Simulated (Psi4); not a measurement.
# GeH4O (Ge(OH)H3): AQCC/cc-pVDZ-DK (DKH2)

What is the energy change on altering one bond length of GeH4O (Ge(OH)H3) at AQCC/cc-pVDZ-DK (DKH2)? 

The results are computed with Psi4 1.11.

2 further runs of the same task are left out: 2 set aside as unsound or not needed.

### 1 Starting point

GeH4O has 6 atoms, charge 0, and is taken as a singlet. SMILES: `[H][Ge]([H])([H])[OH]`. The shape comes from GFN2-xTB, which is rough for such elements, and wasn't checked as a minimum.

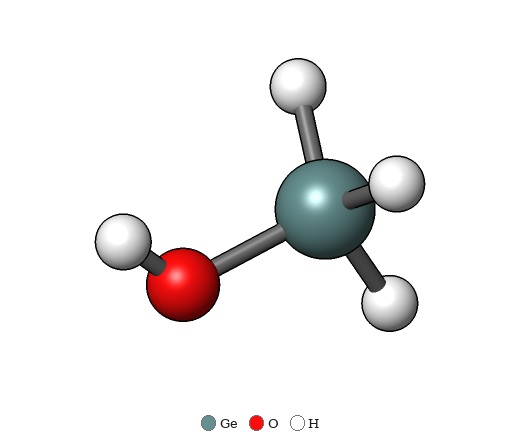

The structure, seen from a chosen angle (germanium teal, oxygen red, hydrogen white).

### 2 The energy at AQCC/cc-pVDZ-DK (DKH2)

Contents of calc.py:

```python
import psi4

psi4.set_memory('1600 MB')
psi4.set_num_threads(1)
psi4.core.set_output_file('run.log', False)

m = psi4.geometry("""
0 1
Ge    -0.061950    -0.118590    -0.433490
O     -0.067510    -0.102540     1.300730
H      0.339500     0.634930     1.749270
H      1.355280    -0.118780    -0.929990
H     -0.788330     1.089860    -0.945730
H     -0.777000    -1.384870    -0.740790
no_reorient
no_com
""")

options = {'basis': 'cc-pVDZ-DK', 'scf_type': 'pk', 'relativistic': 'dkh', 'dkh_order': 2}
psi4.set_options(options)

e_tot = psi4.energy("aqcc")
print('E =', round(e_tot, 9))
```

Launch:

```bash
python calc.py
```

run.log:

```text
[...]
  Running in c1 symmetry.
[...]
  Nuclear repulsion =  129.770592033394195
[...]
  Multiplicity = 1
[...]
  Nalpha       = 22
  Nbeta        = 22
[...]
    Number of basis functions: 61
[...]
   @RHF iter   1: -2173.58910474258391   -3.63509e+00   1.81345e-02 DIIS/ADIIS
[...]
   @RHF iter  11: -2174.19178612305450    4.54747e-12   4.57009e-09 DIIS
[...]
    Orbital Energies [Eh]
    ---------------------
    Doubly Occupied:
       1A   -410.785366     2A    -53.430832     3A    -46.528865
       4A    -46.528684     5A    -46.528647     6A    -20.556681
       7A     -7.410681     8A     -5.222395     9A     -5.220623
      10A     -5.220386    11A     -1.618304    12A     -1.610218
      13A     -1.609574    14A     -1.604822    15A     -1.604801
      16A     -1.310796    17A     -0.766807    18A     -0.634589
      19A     -0.533252    20A     -0.521596    21A     -0.465686
      22A     -0.443536
[...]
  @RHF Final Energy: -2174.19178612305450
   => Energetics <=
    Nuclear Repulsion Energy =            129.7705920333941947
    One-Electron Energy =               -3287.6104716747158818
    Two-Electron Energy =                 983.6480935182669327
    Total Energy =                      -2174.1917861230549534
[...]
 Multipole Moments:
 ------------------------------------------------------------------------------------
     Multipole            Electronic (a.u.)      Nuclear  (a.u.)        Total (a.u.)
 ------------------------------------------------------------------------------------
 L = 1.  Multiply by 2.5417464519 to convert [e a0] to [Debye]
 Dipole X            :          4.7901084           -4.5221713            0.2679371
 Dipole Y            :          8.7785464           -8.3035700            0.4749765
 Dipole Z            :          7.8837218           -8.1883345           -0.3046127
 Magnitude           :                                                    0.6246453
[...]
      * SCS-MP2 total energy:                -2174.520277770274
[...]
      * MP2 total energy:                    -2174.522969004706
[...]
```

Standard output:

```text
E = -2174.551324653
```

Run time: 7.2 s. Hardware: 1 thread of AMD EPYC 9R45 (Zen 5), shared host; peak memory 0.41 GiB.

### 3 The distorted shape

Contents of job.in:

```
memory 1.6 GB

molecule geom {
  0 1
  Ge    -1.054047    -0.118457    -0.085927
  O     -1.059607    -0.102407     1.648293
  H     -0.652597     0.635063     2.096833
  H      1.355280    -0.118780    -0.929990
  H     -1.780427     1.089993    -0.598167
  H     -1.769097    -1.384737    -0.393227
  no_reorient
  no_com
}

set reference rhf
set scf_type pk
set relativistic dkh
set dkh_order 2

energy_value = energy("aqcc/cc-pVDZ-DK")
```

Launch:

```bash
psi4 job.in job.out -n 1
```

job.out:

```text
[...]
  Running in c1 symmetry.
[...]
  Nuclear repulsion =  124.573579944886220
[...]
  Multiplicity = 1
[...]
  Nalpha       = 22
  Nbeta        = 22
[...]
    Number of basis functions: 61
[...]
   @RHF iter   1: -2173.25474848438853   -3.68473e+00   1.86820e-02 ADIIS/DIIS
[...]
   @RHF iter  12: -2174.08128141622183    0.00000e+00   2.79876e-09 DIIS
[...]
    Orbital Energies [Eh]
    ---------------------
    Doubly Occupied:
       1A   -410.840499     2A    -53.483209     3A    -46.582111
       4A    -46.580983     5A    -46.580717     6A    -20.589344
       7A     -7.459863     8A     -5.270942     9A     -5.269895
      10A     -5.268497    11A     -1.665751    12A     -1.658276
      13A     -1.656813    14A     -1.653993    15A     -1.652881
      16A     -1.339288    17A     -0.777416    18A     -0.647396
      19A     -0.548093    20A     -0.539368    21A     -0.485945
      22A     -0.342139
[...]
  @RHF Final Energy: -2174.08128141622183
   => Energetics <=
    Nuclear Repulsion Energy =            124.5735799448862196
    One-Electron Energy =               -3275.5228849155214448
    Two-Electron Energy =                 976.8680235544134121
    Total Energy =                      -2174.0812814162218274
[...]
 Multipole Moments:
 ------------------------------------------------------------------------------------
     Multipole            Electronic (a.u.)      Nuclear  (a.u.)        Total (a.u.)
 ------------------------------------------------------------------------------------
 L = 1.  Multiply by 2.5417464519 to convert [e a0] to [Debye]
 Dipole X            :         84.4715181          -85.1382110           -0.6666929
 Dipole Y            :          8.7856613           -8.2927626            0.4928987
 Dipole Z            :        -19.9817581           20.0540174            0.0722594
 Magnitude           :                                                    0.8322559
[...]
      * SCS-MP2 total energy:                -2174.418501266362
[...]
      * MP2 total energy:                    -2174.419326905769
[...]
```

Wall time 7.5 s (1 thread of AMD EPYC 9R45 (Zen 5), shared host); peak memory 0.41 GiB.

### 4 Results

At AQCC/cc-pVDZ-DK (DKH2):

```
                                                          quantity           value
                                         first shape: total energy  -2174.55132 Eh
                  first shape: HOMO energy (Hartree–Fock orbitals)       -12.07 eV
                  first shape: LUMO energy (Hartree–Fock orbitals)         3.78 eV
                first shape: HOMO–LUMO gap (Hartree–Fock orbitals)        15.85 eV
                                   first shape: correlation energy      -359.5 mEh
                                     distorted shape: total energy  -2174.46177 Eh
              distorted shape: HOMO energy (Hartree–Fock orbitals)        -9.31 eV
              distorted shape: LUMO energy (Hartree–Fock orbitals)         1.01 eV
            distorted shape: HOMO–LUMO gap (Hartree–Fock orbitals)        10.32 eV
                               distorted shape: correlation energy      -380.5 mEh
energy change with the Ge1–H4 bond stretched from 1.502 to 2.553 Å        2.437 eV
```

What this shows: One bond (distorted shape) is far stretched, which a spin-restricted single reference describes badly; a broken-symmetry solution may lie lower. With the Ge1–H4 bond stretched from 1.502 to 2.553 Å the energy rises by 2.44 eV (56 kcal/mol). The first shape isn't relaxed at this level, so the change isn't measured from a minimum. A restricted reference can't describe the breaking bond well at this length.
